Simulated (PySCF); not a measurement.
# C2H8O3Si3: electronic excitations

What electronic excitations should C2H8O3Si3 (`[SiH3]OC1=CO[SiH2][SiH2]O1`) show?

The runs use PySCF 2.14.0, with density-fitted response routines of our own; the level of theory stands in each step. All values are computed, except where a source is named. Atoms count from 0, in the outputs and in this text.

### 1 Starting geometry

16 atoms, charge 0, multiplicity 1; geometry from: GFN2-xTB.

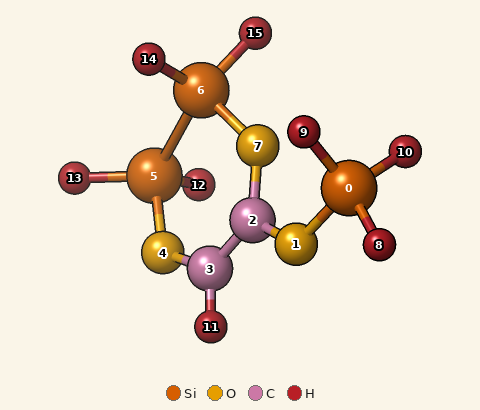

As it starts; silicon orange, oxygen amber, carbon pink, hydrogen red, atoms numbered; sticks join atoms by distance.

### 2 Ultraviolet spectrum: wB97X-D/def2-SVPD

Job settings and geometry (Å):

```
{"job": {"kind": "uv", "xc": "wB97X-D", "basis": "def2-SVPD", "nstates": 8, "ntriplets": 3}, "charge": 0, "multiplicity": 1}
Si    -2.942757    -0.283542    -0.054637
O     -1.774955     0.742658    -0.590425
C     -0.468567     0.537341    -0.378966
C      0.421214     1.426722    -0.818153
O      1.773346     1.357172    -0.675652
Si     2.707396     0.108370    -0.178020
Si     1.176585    -1.081026     1.058845
O     -0.204504    -0.610140     0.281317
H     -4.083440     0.472028    -0.548371
H     -2.907025    -0.401707     1.402544
H     -2.801952    -1.603863    -0.665528
H      0.079874     2.308294    -1.336752
H      3.202420    -0.585973    -1.376818
H      3.789958     0.839007     0.474066
H      1.002187    -0.689067     2.465308
H      1.022620    -2.527329     0.929830
```

Method: TDDFT wB97X-D/def2-SVPD, vertical, gas phase, core orbitals frozen in the response.

Command:

```sh
> OMP_NUM_THREADS=1 python probes_run.py task.json out
```

This one command runs all jobs of the session in turn.

The program printed:

```text
coarse grid: 15264 points
cycle   1  E = -1174.2539574974  dE =  1.464e+00  |g| = 9.960e-01  |ddm| = 7.139e+00
cycle   2  E = -1174.1952571792  dE =  5.870e-02  |g| = 1.192e+00  |ddm| = 5.030e+00
cycle   3  E = -1174.4476328889  dE = -2.524e-01  |g| = 7.483e-02  |ddm| = 2.590e+00
cycle   4  E = -1174.4485880146  dE = -9.551e-04  |g| = 4.638e-02  |ddm| = 2.608e-01
cycle   5  E = -1174.4489759337  dE = -3.879e-04  |g| = 1.225e-02  |ddm| = 1.063e-01
cycle   6  E = -1174.4490072605  dE = -3.133e-05  |g| = 3.453e-03  |ddm| = 3.523e-02
cycle   7  E = -1174.4490102346  dE = -2.974e-06  |g| = 9.600e-04  |ddm| = 9.117e-03
final grid: 134800 points
cycle   8  E = -1174.6206845536  dE = -9.246e-05  |g| = 4.203e-03  |ddm| = 2.052e-01
cycle   9  E = -1174.6206865038  dE = -1.950e-06  |g| = 3.688e-03  |ddm| = 2.905e-02
cycle  10  E = -1174.6206893095  dE = -2.806e-06  |g| = 7.686e-04  |ddm| = 6.189e-03
cycle  11  E = -1174.6206894446  dE = -1.352e-07  |g| = 4.001e-04  |ddm| = 2.698e-03
cycle  12  E = -1174.6206894792  dE = -3.454e-08  |g| = 8.823e-05  |ddm| = 1.042e-03
cycle  13  E = -1174.6206894820  dE = -2.870e-09  |g| = 2.720e-05  |ddm| = 4.381e-04
cycle  14  E = -1174.6206894823  dE = -3.247e-10  |g| = 1.246e-05  |ddm| = 1.386e-04
converged SCF energy = -1174.6206894823

Static polarisability (au): isotropic 107.974, principal 87.224 105.845 130.852

Singlet excitations
state   eV       nm        f      main configurations
  1   4.1283    300.3   0.00063   H->L 0.94
  2   5.2158    237.7   0.00198   H->L+1 0.88
  3   5.7754    214.7   0.01694   H->L+2 0.72
  4   5.9257    209.2   0.01851   H-1->L 0.68, H->L+3 0.12, H->L+4 0.09
  5   6.0457    205.1   0.02872   H->L+3 0.34, H->L+4 0.27, H-1->L 0.27
  6   6.1902    200.3   0.05773   H->L+4 0.33, H->L+5 0.20, H->L+3 0.20
  7   6.4428    192.4   0.06948   H->L+7 0.32, H->L+9 0.24, H->L+5 0.18
  8   6.7295    184.2   0.07713   H->L+8 0.31, H->L+7 0.27, H->L+5 0.13

Triplet excitations (Tamm-Dancoff, eV): 4.0496 4.3069 5.1387
```

It took 3.8 min on 1 thread of Intel Xeon at 2.50GHz, shared host; peak memory 1.1 GiB.

The orbitals next to the gap, with their largest atomic shares:

```
orbital      eV                         atoms
 HOMO−3  -11.29   Si5 16 %, O4 14 %, Si0 12 %
 HOMO−2  -11.14    O1 18 %, O7 17 %, Si6 13 %
 HOMO−1   -9.96   Si6 23 %, Si5 22 %, O4 18 %
   HOMO   -7.61     C3 28 %, C2 22 %, O4 18 %
   LUMO    0.62    Si6 32 %, Si5 26 %, O4 6 %
 LUMO+1    1.69  Si6 30 %, Si5 28 %, H14 13 %
 LUMO+2    1.98  Si6 26 %, Si5 23 %, Si0 12 %
```

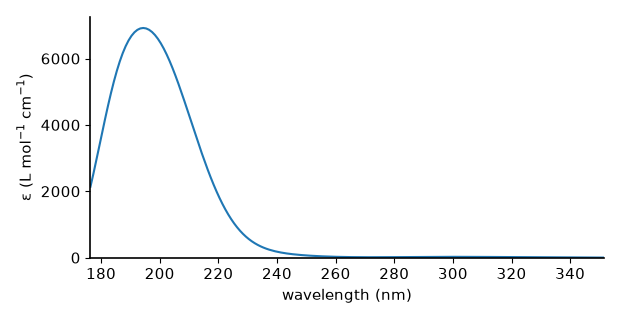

Absorption spectrum: each of the 8 states is a Gaussian band of 0.4 eV half-width at 1/e. Beyond the last state computed it falls off for lack of states.

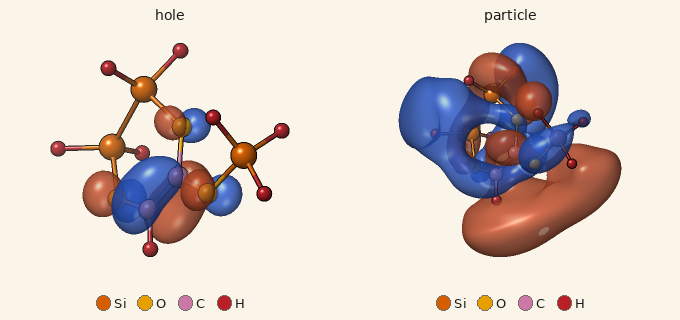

Leading natural transition orbitals of singlet state 8: the electron leaves the hole (left) for the particle orbital (right).

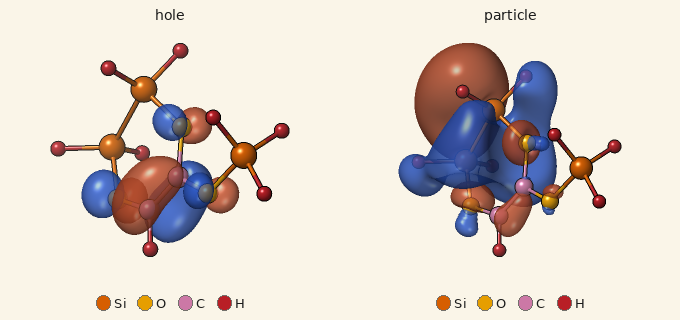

Leading natural transition orbitals of singlet state 1: the electron leaves the hole (left) for the particle orbital (right).

Ground-state properties from the same run:

```
           property  computed
  dipole moment (D)      2.13
polarisability (Å³)     16.00
 HOMO–LUMO gap (eV)      8.24
      −ε(HOMO) (eV)      7.61
```

Orbitals, density, ELF and potential are computed afterwards from the orbital file.

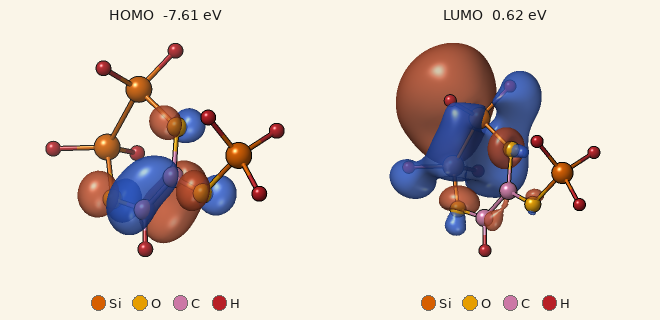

wB97X-D/def2-SVPD orbitals near the gap, drawn at the value that encloses 70 % of each; the two colours are the two signs.

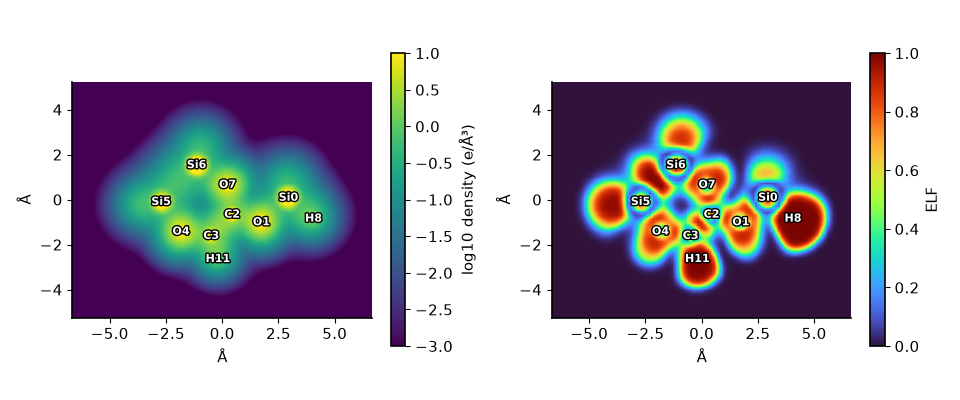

Density (left) and ELF (right) in a plane through or near 10 of the atoms.

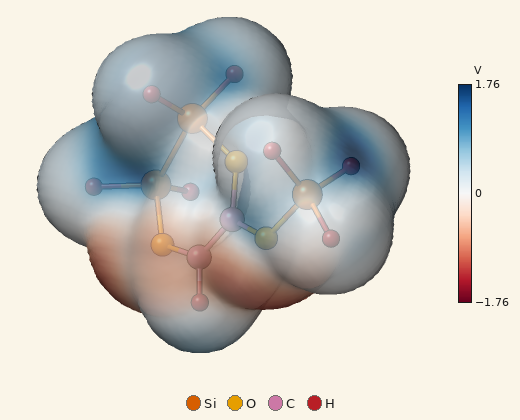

The potential that a unit positive charge feels on the 0.002 e/bohr³ surface, from -1.02 V near O1 to 1.76 V near Si6.

### 3 Outcome

```
                                quantity                        value
      lowest singlet (wB97X-D/def2-SVPD)  4.13 eV (300 nm), f = 0.001
brightest single state of those computed  state 8, 6.73 eV, f = 0.077
                          lowest triplet                      4.05 eV
   surface potential, least and greatest           -1.02 V and 1.76 V
```

**Reading.** The first singlet state (HOMO→LUMO 0.94) lies at 4.13 eV and is dark; of the 8 states computed, the strongest absorption comes from state 8 at 6.73 eV (the last computed, so partners may be missing). The lowest triplet lies 0.08 eV below the lowest singlet (triplets in Tamm-Dancoff, singlets in full TDDFT).
